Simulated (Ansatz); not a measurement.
# CH5AlF2O: two geometries relaxed, part 2 of 2

Aim: relax the geometries before and after the reaction (exchange4), and see whether they are two minima and how far apart in energy. Meant to form: Al1–O6, H5–F2; to break: Al1–F2, H5–O6. The start is a guess near the saddle point, from which both ends are pulled out.

Ansatz 0.2.0; RKS B3LYP/def2-SVP.

### 4 Pulling towards end B

Springs on the bonds that form and break draw the guess towards this end; the thresholds are loose.

input.yaml

```yaml
crystal:
  periodic: [false, false, false]
  atoms:
    - { symbol: Al, position_ang: [-0.2854, -0.5481, -0.0549] }
    - { symbol: F, position_ang: [-1.7692, 0.8657, -0.5629] }
    - { symbol: C, position_ang: [1.4398, -0.1895, -0.9201] }
    - { symbol: F, position_ang: [-1.1344, -1.9264, 0.2531] }
    - { symbol: H, position_ang: [-1.456, 0.974, 0.5954] }
    - { symbol: O, position_ang: [-0.78, 0.7245, 1.644] }
    - { symbol: H, position_ang: [1.8119, 0.7797, -0.585] }
    - { symbol: H, position_ang: [2.1948, -0.9422, -0.6874] }
    - { symbol: H, position_ang: [1.3476, -0.1429, -2.007] }
    - { symbol: H, position_ang: [-1.3691, 0.4053, 2.3248] }
basis:
  gaussian: { orbitals: def2-SVP }
hamiltonian:
  xc: b3lyp
relax:
  f_tol: 0.15
  max_steps: 25
  restrain:
    - { distance: [0, 5], at: 1.87, k: 30.0 }
    - { distance: [4, 1], at: 0.88, k: 30.0 }
    - { distance: [0, 1], at: 3.08, k: 30.0 }
    - { distance: [4, 5], at: 2.27, k: 30.0 }
```

The run is started by

```bash
ansatz run input.yaml --threads 2 --pin off --max-ram 3072MiB --backend cpu --events-out ev --progress --plain --runs-dir out
```

The program printed:

```text
Warning: RAYON_NUM_THREADS=2 ignored (pool sized by the plan → 2); use --threads N
The last accepted step is kept in <dir> (removed where the run ends without a failure and the disk answers)
Engine: ansatz 0.2.0, aarch64-unknown-linux-gnu
Functional definition: B3LYP
  parameter a0 = 0.2
  parameter ax = 0.72
  parameter ac = 0.81
  exchange = (1 - a0 - ax)*slater_x + ax*b88_x + a0*exact_x
  correlation = (1 - ac)*vwn_rpa_c + ac*lyp_c
1020 factors; integrals over basis functions are off by at most 3.9e-4 eV
mean field evaluation 1: about -15180.6479 eV, gradient 7.7e1 eV
mean field evaluation 2: about -15167.9168 eV, gradient 1.1e2 eV
mean field evaluation 4: about -15191.9453 eV, gradient 4.8e0 eV
mean field evaluation 8: about -15192.0001 eV, gradient 4.9e-2 eV
mean field -15192.00008529 eV, -558.2957056270 hartree, gradient 7.1e-5 eV, S^2 0.000000; 0 other end points of the search recorded, 0 dependent functions left out
the calculation of the forces begins
reference -15192.00033299 eV, -558.2957147297 hartree; 25, 25 occupied and 74, 74 virtual orbitals, 1020 factors
relax step   1: F+E_penalty+E_count = -15192.00008529 eV  Δ(F+E_penalty+E_count) = +0.000e0 eV  max|allowed force component| = 3.618e0 eV/Å  E_restraint = 32.01904224 eV  max|allowed force component, restraints' pulls added| = 3.282e1 eV/Å  Δτ_max = 0.0000 Å  (24 SCF iters, accepted)
  distance Al 0 - O 5 = 2.1795 Å
  distance H 4 - F 1 = 1.2048 Å
  distance Al 0 - F 1 = 2.1115 Å
  distance H 4 - O 5 = 1.2723 Å
these checks for a lower state are left out or cut short: starts, cluster_reference, orbital_swaps, neighbouring_geometries, increment
1020 factors; integrals over basis functions are off by at most 4.0e-4 eV
mean field evaluation 16: about -15191.5077 eV, gradient 9.5e-1 eV
mean field -15191.52318302 eV, -558.2781797916 hartree, gradient 8.8e-6 eV, S^2 0.000000; 0 other end points of the search recorded, 0 dependent functions left out
the calculation of the forces begins
reference -15191.52343243 eV, -558.2781889574 hartree; 25, 25 occupied and 74, 74 virtual orbitals, 1020 factors
relax step   2: F+E_penalty+E_count = -15191.52318302 eV  Δ(F+E_penalty+E_count) = +4.769e-1 eV  max|allowed force component| = 3.107e0 eV/Å  E_restraint = 14.58278496 eV  max|allowed force component, restraints' pulls added| = 2.275e1 eV/Å  Δτ_max = 0.1948 Å  (33 SCF iters, accepted)
  distance Al 0 - O 5 = 2.0886 Å
  distance H 4 - F 1 = 1.0711 Å
  distance Al 0 - F 1 = 2.4373 Å
  distance H 4 - O 5 = 1.5809 Å
these checks for a lower state are left out or cut short: starts, cluster_reference, orbital_swaps, neighbouring_geometries, increment
1020 factors; integrals over basis functions are off by at most 4.0e-4 eV
mean field -15191.51130957 eV, -558.2777434503 hartree, gradient 1.1e-5 eV, S^2 0.000000; 0 other end points of the search recorded, 0 dependent functions left out
the calculation of the forces begins
reference -15191.51156211 eV, -558.2777527310 hartree; 25, 25 occupied and 74, 74 virtual orbitals, 1020 factors
relax step   3: F+E_penalty+E_count = -15191.51130957 eV  Δ(F+E_penalty+E_count) = +1.187e-2 eV  max|allowed force component| = 2.288e0 eV/Å  E_restraint = 4.63832725 eV  max|allowed force component, restraints' pulls added| = 8.908e0 eV/Å  Δτ_max = 0.1947 Å  (34 SCF iters, accepted)
  distance Al 0 - O 5 = 1.9958 Å
  distance H 4 - F 1 = 0.9353 Å
  distance Al 0 - F 1 = 2.6910 Å
  distance H 4 - O 5 = 1.8972 Å
these checks for a lower state are left out or cut short: starts, cluster_reference, orbital_swaps, neighbouring_geometries, increment
1020 factors; integrals over basis functions are off by at most 4.1e-4 eV
mean field evaluation 32: about -15191.5512 eV, gradient 3.7e-1 eV
mean field -15191.56382210 eV, -558.2796732504 hartree, gradient 1.5e-5 eV, S^2 0.000000; 0 other end points of the search recorded, 0 dependent functions left out
the calculation of the forces begins
reference -15191.56407331 eV, -558.2796824823 hartree; 25, 25 occupied and 74, 74 virtual orbitals, 1020 factors
relax step   4: F+E_penalty+E_count = -15191.56382210 eV  Δ(F+E_penalty+E_count) = -5.251e-2 eV  max|allowed force component| = 3.198e0 eV/Å  E_restraint = 0.26003172 eV  max|allowed force component, restraints' pulls added| = 3.757e0 eV/Å  Δτ_max = 0.1941 Å  (27 SCF iters, accepted)
  distance Al 0 - O 5 = 1.8577 Å
  distance H 4 - F 1 = 0.8860 Å
  distance Al 0 - F 1 = 2.9695 Å
  distance H 4 - O 5 = 2.1997 Å
these checks for a lower state are left out or cut short: starts, cluster_reference, orbital_swaps, neighbouring_geometries, increment
1020 factors; integrals over basis functions are off by at most 4.2e-4 eV
mean field -15191.89768828 eV, -558.2919426060 hartree, gradient 6.4e-6 eV, S^2 0.000000; 0 other end points of the search recorded, 0 dependent functions left out
the calculation of the forces begins
reference -15191.89793892 eV, -558.2919518169 hartree; 25, 25 occupied and 74, 74 virtual orbitals, 1020 factors
relax step   5: F+E_penalty+E_count = -15191.89768828 eV  Δ(F+E_penalty+E_count) = -3.339e-1 eV  max|allowed force component| = 1.326e0 eV/Å  E_restraint = 0.08062715 eV  max|allowed force component, restraints' pulls added| = 1.522e0 eV/Å  Δτ_max = 0.1943 Å  (27 SCF iters, accepted)
  distance Al 0 - O 5 = 1.8070 Å
  distance H 4 - F 1 = 0.9153 Å
  distance Al 0 - F 1 = 3.0679 Å
  distance H 4 - O 5 = 2.2744 Å
these checks for a lower state are left out or cut short: starts, cluster_reference, orbital_swaps, neighbouring_geometries, increment
1020 factors; integrals over basis functions are off by at most 4.1e-4 eV
mean field -15191.94755389 eV, -558.2937751337 hartree, gradient 8.6e-6 eV, S^2 0.000000; 0 other end points of the search recorded, 0 dependent functions left out
the calculation of the forces begins
reference -15191.94780564 eV, -558.2937843853 hartree; 25, 25 occupied and 74, 74 virtual orbitals, 1020 factors
relax step   6: F+E_penalty+E_count = -15191.94755389 eV  Δ(F+E_penalty+E_count) = -4.987e-2 eV  max|allowed force component| = 1.445e0 eV/Å  E_restraint = 0.08071509 eV  max|allowed force component, restraints' pulls added| = 8.852e-1 eV/Å  Δτ_max = 0.1988 Å  (27 SCF iters, accepted)
  distance Al 0 - O 5 = 1.8104 Å
  distance H 4 - F 1 = 0.9220 Å
  distance Al 0 - F 1 = 3.0721 Å
  distance H 4 - O 5 = 2.2676 Å
these checks for a lower state are left out or cut short: starts, cluster_reference, orbital_swaps, neighbouring_geometries, increment
1020 factors; integrals over basis functions are off by at most 4.1e-4 eV
mean field -15191.97542457 eV, -558.2947993622 hartree, gradient 1.0e-5 eV, S^2 0.000000; 0 other end points of the search recorded, 0 dependent functions left out
the calculation of the forces begins
reference -15191.97567640 eV, -558.2948086166 hartree; 25, 25 occupied and 74, 74 virtual orbitals, 1020 factors
relax step   7: F+E_penalty+E_count = -15191.97542457 eV  Δ(F+E_penalty+E_count) = -2.787e-2 eV  max|allowed force component| = 1.305e0 eV/Å  E_restraint = 0.13328974 eV  max|allowed force component, restraints' pulls added| = 2.709e0 eV/Å  Δτ_max = 0.1946 Å  (28 SCF iters, rejected (line search))
  distance Al 0 - O 5 = 1.8130 Å
  distance H 4 - F 1 = 0.9534 Å
  distance Al 0 - F 1 = 3.0646 Å
  distance H 4 - O 5 = 2.2659 Å
these checks for a lower state are left out or cut short: starts, cluster_reference, orbital_swaps, neighbouring_geometries, increment
1020 factors; integrals over basis functions are off by at most 4.1e-4 eV
mean field evaluation 64: about -15191.9947 eV, gradient 8.1e-6 eV
mean field -15191.99469051 eV, -558.2955073723 hartree, gradient 8.1e-6 eV, S^2 0.000000; 0 other end points of the search recorded, 0 dependent functions left out
the calculation of the forces begins
reference -15191.99494178 eV, -558.2955166063 hartree; 25, 25 occupied and 74, 74 virtual orbitals, 1020 factors
relax step   8: F+E_penalty+E_count = -15191.99469051 eV  Δ(F+E_penalty+E_count) = -4.714e-2 eV  max|allowed force component| = 1.269e0 eV/Å  E_restraint = 0.07623686 eV  max|allowed force component, restraints' pulls added| = 4.007e-1 eV/Å  Δτ_max = 0.0972 Å  (27 SCF iters, accepted)
  distance Al 0 - O 5 = 1.8104 Å
  distance H 4 - F 1 = 0.9174 Å
  distance Al 0 - F 1 = 3.0718 Å
  distance H 4 - O 5 = 2.2623 Å
these checks for a lower state are left out or cut short: starts, cluster_reference, orbital_swaps, neighbouring_geometries, increment
1020 factors; integrals over basis functions are off by at most 4.1e-4 eV
mean field -15192.00666752 eV, -558.2959475193 hartree, gradient 8.2e-6 eV, S^2 0.000000; 0 other end points of the search recorded, 0 dependent functions left out
the calculation of the forces begins
reference -15192.00691819 eV, -558.2959567312 hartree; 25, 25 occupied and 74, 74 virtual orbitals, 1020 factors
relax step   9: F+E_penalty+E_count = -15192.00666752 eV  Δ(F+E_penalty+E_count) = -1.198e-2 eV  max|allowed force component| = 1.452e0 eV/Å  E_restraint = 0.07317790 eV  max|allowed force component, restraints' pulls added| = 6.876e-2 eV/Å  Δτ_max = 0.0814 Å  (27 SCF iters, accepted)
  distance Al 0 - O 5 = 1.8110 Å
  distance H 4 - F 1 = 0.9152 Å
  distance Al 0 - F 1 = 3.0721 Å
  distance H 4 - O 5 = 2.2599 Å
1020 factors; integrals over basis functions are off by at most 4.1e-4 eV
mean field -15192.00666752 eV, -558.2959475193 hartree, gradient 8.2e-6 eV, S^2 0.000000; 1 other end points of the search recorded, 0 dependent functions left out
the calculation of the forces begins
reference -15192.00691819 eV, -558.2959567312 hartree; 25, 25 occupied and 74, 74 virtual orbitals, 1020 factors
Total energy: -15192.00691819 eV, -558.2959567312 hartree
Atom 0 at    -0.051536    -0.695456     0.329049 Å, force    -0.700218     1.343611     1.181473 eV/Å
Atom 1 at    -2.089689     1.357779    -0.704276 Å, force    -0.109926    -0.416346    -0.918335 eV/Å
Atom 2 at     1.423187    -0.228734    -0.821774 Å, force     0.051102     0.033953    -0.018391 eV/Å
Atom 3 at    -0.837730    -2.164042     0.288332 Å, force    -0.023067    -0.041237     0.019287 eV/Å
Atom 4 at    -1.854248     1.584850     0.150446 Å, force     0.441840     0.102904     1.183053 eV/Å
Atom 5 at    -0.580936     0.447044     1.630703 Å, force     0.348211    -0.998585    -1.451949 eV/Å
Atom 6 at     1.756528     0.802583    -0.624690 Å, force     0.006385    -0.010075    -0.003623 eV/Å
Atom 7 at     2.278893    -0.903449    -0.650870 Å, force     0.002181     0.000545     0.001995 eV/Å
Atom 8 at     1.153903    -0.306987    -1.887733 Å, force    -0.023647    -0.013251     0.013696 eV/Å
Atom 9 at    -1.198373     0.106510     2.290813 Å, force     0.007139    -0.001519    -0.007205 eV/Å
Dipole moment:     0.202556     0.097339     0.261382 e Å
```

Run time: 19 s. Hardware: 2 threads of Arm Neoverse V2, shared host; peak memory 0.2 GiB.

Relaxation path:

```csv
step,energy from step 1 (eV),largest force component (eV/Å)
1,0.0000,3.6180
2,0.4769,3.1071
3,0.4888,2.2884
4,0.4363,3.1979
5,0.1024,1.3264
6,0.0525,1.4447
7x,0.0247,1.3055
8,0.0054,1.2686
9,-0.0066,1.4519
```

Step 1 is the start. 1 step was tried and not accepted (marked x). Energies and forces in the table leave out the springs, which the log lists apart; the run stops on the force with the springs' pull added.

After: Bond lengths: Al1–C3 1.928 Å, Al1–F4 1.666 Å, F2–H5 0.915 Å, Al1–O6 1.811 Å, C3–H7 1.102 Å, C3–H8 1.103 Å, C3–H9 1.102 Å, O6–H10 0.966 Å. Angles: Al1–C3–H7 110.6°, Al1–C3–H8 110.7°, Al1–C3–H9 111.9°, H7–C3–H8 108.1°, H7–C3–H9 108.3°, H8–C3–H9 107.2°, C3–Al1–F4 124.0°, C3–Al1–O6 120.0°, F4–Al1–O6 115.8°, Al1–O6–H10 117.1°.

Pairs that crossed the distance rule for bonds on the way: came closer F2–H5; moved apart Al1–F2.

### 5 End point B

It starts where the restrained run ended.

input.yaml

```yaml
crystal:
  periodic: [false, false, false]
  atoms:
    - { symbol: Al, position_ang: [-0.051536, -0.695456, 0.329049] }
    - { symbol: F, position_ang: [-2.089689, 1.357779, -0.704276] }
    - { symbol: C, position_ang: [1.423187, -0.228734, -0.821774] }
    - { symbol: F, position_ang: [-0.83773, -2.164042, 0.288332] }
    - { symbol: H, position_ang: [-1.854248, 1.58485, 0.150446] }
    - { symbol: O, position_ang: [-0.580936, 0.447044, 1.630703] }
    - { symbol: H, position_ang: [1.756528, 0.802583, -0.62469] }
    - { symbol: H, position_ang: [2.278893, -0.903449, -0.65087] }
    - { symbol: H, position_ang: [1.153903, -0.306987, -1.887733] }
    - { symbol: H, position_ang: [-1.198373, 0.10651, 2.290813] }
basis:
  gaussian: { orbitals: def2-SVP }
hamiltonian:
  xc: b3lyp
relax:
  f_tol: 0.03
  max_steps: 50
```

The run is started by

```bash
ansatz run input.yaml --threads 2 --pin off --max-ram 3072MiB --backend cpu --events-out ev --progress --plain --runs-dir out
```

The program printed, shortened:

```text
Warning: RAYON_NUM_THREADS=2 ignored (pool sized by the plan → 2); use --threads N
[...]
Functional definition: B3LYP
[...]
1015 factors; integrals over basis functions are off by at most 3.8e-4 eV
[...]
mean field -15192.00665975 eV, -558.2959472339 hartree, gradient 1.7e-5 eV, S^2 0.000000; 0 other end points of the search recorded, 0 dependent functions left out
[...]
reference -15192.00690949 eV, -558.2959564116 hartree; 25, 25 occupied and 74, 74 virtual orbitals, 1015 factors
relax step   1: F+E_penalty+E_count = -15192.00665975 eV  Δ(F+E_penalty+E_count) = +0.000e0 eV  max|allowed force component| = 1.452e0 eV/Å  Δτ_max = 0.0000 Å  (24 SCF iters, accepted)
[...]
relax step   4: F+E_penalty+E_count = -15192.52676685 eV  Δ(F+E_penalty+E_count) = -1.363e-1 eV  max|allowed force component| = 1.368e0 eV/Å  Δτ_max = 0.1951 Å  (28 SCF iters, accepted)
[...]
relax step   7: F+E_penalty+E_count = -15192.73445750 eV  Δ(F+E_penalty+E_count) = -6.912e-2 eV  max|allowed force component| = 1.074e0 eV/Å  Δτ_max = 0.1595 Å  (29 SCF iters, accepted)
[...]
relax step  10: F+E_penalty+E_count = -15193.19331605 eV  Δ(F+E_penalty+E_count) = -6.396e-2 eV  max|allowed force component| = 3.495e0 eV/Å  Δτ_max = 0.1734 Å  (26 SCF iters, accepted)
[...]
relax step  11: F+E_penalty+E_count = -15193.43021856 eV  Δ(F+E_penalty+E_count) = -2.369e-1 eV  max|allowed force component| = 6.923e-1 eV/Å  Δτ_max = 0.1991 Å  (27 SCF iters, accepted)
[...]
relax step  12: F+E_penalty+E_count = -15193.48637191 eV  Δ(F+E_penalty+E_count) = -5.615e-2 eV  max|allowed force component| = 5.325e-1 eV/Å  Δτ_max = 0.2000 Å  (27 SCF iters, accepted)
[...]
1017 factors; integrals over basis functions are off by at most 1.1e-3 eV
```

### 6 More of the same log: end point B relaxed

Output, continued, shortened:

```text
[...]
mean field -15193.23496258 eV, -558.3410865304 hartree, gradient 5.1e-6 eV, S^2 0.000000; 0 other end points of the search recorded, 0 dependent functions left out
[...]
reference -15193.23521184 eV, -558.3410956903 hartree; 25, 25 occupied and 74, 74 virtual orbitals, 1017 factors
relax step  13: F+E_penalty+E_count = -15193.23496258 eV  Δ(F+E_penalty+E_count) = +2.514e-1 eV  max|allowed force component| = 1.436e0 eV/Å  Δτ_max = 0.1950 Å  (27 SCF iters, rejected (line search))
[...]
relax step  18: F+E_penalty+E_count = -15193.52773252 eV  Δ(F+E_penalty+E_count) = -1.439e-3 eV  max|allowed force component| = 9.044e-2 eV/Å  Δτ_max = 0.0302 Å  (27 SCF iters, accepted)
[...]
relax step  19: F+E_penalty+E_count = -15193.52935134 eV  Δ(F+E_penalty+E_count) = -1.619e-3 eV  max|allowed force component| = 7.772e-3 eV/Å  Δτ_max = 0.0324 Å  (26 SCF iters, accepted)
[...]
Atom 0 at    -0.485509    -0.273299    -0.284777 Å, force     0.002812    -0.004924    -0.003433 eV/Å
Atom 1 at    -1.676166     0.703450    -0.978242 Å, force     0.005366     0.000740     0.001155 eV/Å
Atom 2 at     1.355341    -0.136490    -0.884784 Å, force    -0.004060    -0.003505    -0.005442 eV/Å
Atom 3 at    -1.080885    -1.739606     0.303458 Å, force     0.004928     0.004915    -0.001805 eV/Å
Atom 4 at    -1.457916     1.253772     1.340502 Å, force     0.000320    -0.000073     0.007772 eV/Å
Atom 5 at    -0.745042     0.608894     1.495969 Å, force     0.001052     0.000566    -0.005338 eV/Å
Atom 6 at     1.703951     0.909723    -0.914885 Å, force    -0.005814    -0.000732     0.000725 eV/Å
Atom 7 at     2.046932    -0.703197    -0.238924 Å, force    -0.004668     0.002572     0.002174 eV/Å
Atom 8 at     1.461869    -0.540793    -1.906304 Å, force     0.003062    -0.000651     0.002905 eV/Å
Atom 9 at    -1.122577    -0.082356     2.067987 Å, force    -0.002998     0.001092     0.001288 eV/Å
Dipole moment:    -0.013904     0.360045     0.689708 e Å
```

It took 39 s on 2 threads of Arm Neoverse V2, shared host; peak memory 0.2 GiB.

Relaxation path:

```csv
step,energy from step 1 (eV),largest force component (eV/Å)
1,0.0000,1.4520
2,-0.2326,0.7536
3,-0.3838,0.4306
4,-0.5201,1.3680
5,-0.6430,0.8108
6,-0.6587,1.1691
7,-0.7278,1.0742
8,-0.8388,0.8668
9,-1.1227,1.1582
10,-1.1867,3.4950
11,-1.4236,0.6923
12,-1.4797,0.5325
13x,-1.2283,1.4363
14,-1.5034,0.2256
15,-1.5151,0.1493
16,-1.5184,0.2300
17,-1.5196,0.0757
18,-1.5211,0.0904
19,-1.5227,0.0078
```

Step 1 is the start. 1 step was tried and not accepted (marked x).

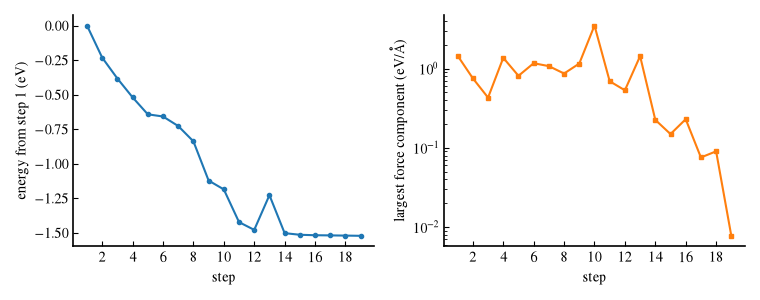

Energy and largest force along the relaxation.

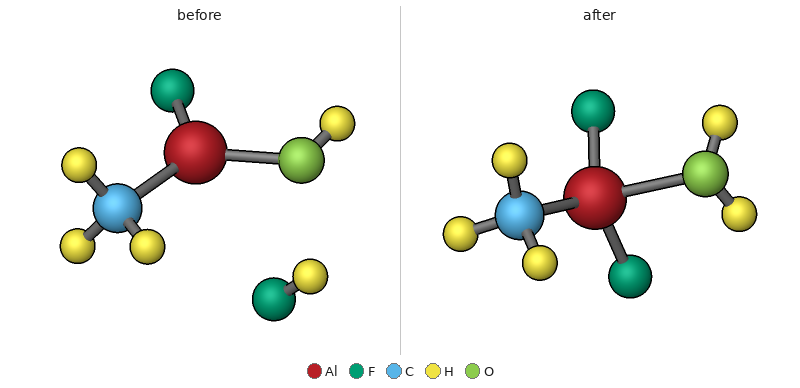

The structure before (left) and after (right), drawn at the same scale.

After: Bond lengths: Al1–F2 1.689 Å, Al1–C3 1.941 Å, Al1–F4 1.688 Å, Al1–O6 2.004 Å, H5–O6 0.974 Å, C3–H7 1.103 Å, C3–H8 1.103 Å, C3–H9 1.104 Å, O6–H10 0.973 Å. Angles (14 of 15 angles, heavy atoms first): F2–Al1–C3 120.1°, F2–Al1–F4 113.4°, F2–Al1–O6 91.1°, C3–Al1–F4 120.2°, C3–Al1–O6 111.5°, F4–Al1–O6 91.6°, Al1–C3–H7 112.0°, Al1–C3–H8 112.2°, Al1–C3–H9 110.6°, Al1–O6–H5 104.1°, Al1–O6–H10 105.1°, H7–C3–H8 107.8°, H7–C3–H9 107.0°, H8–C3–H9 107.1°.

Pairs that crossed the distance rule for bonds on the way: came closer Al1–F2, H5–O6; moved apart F2–H5.

### 7 What came out

The summary covers parts 1 to 2.

```
                           quantity                     value
                              end A  16 moves, 0.873 eV lower
                              end B  17 moves, 1.523 eV lower
largest difference between the ends                    0.02 Å
            end B relative to end A                 +0.000 eV
```

In words: The two relaxations end at one structure, within 0.02 Å: no second minimum was found from this start, which doesn't rule one out.
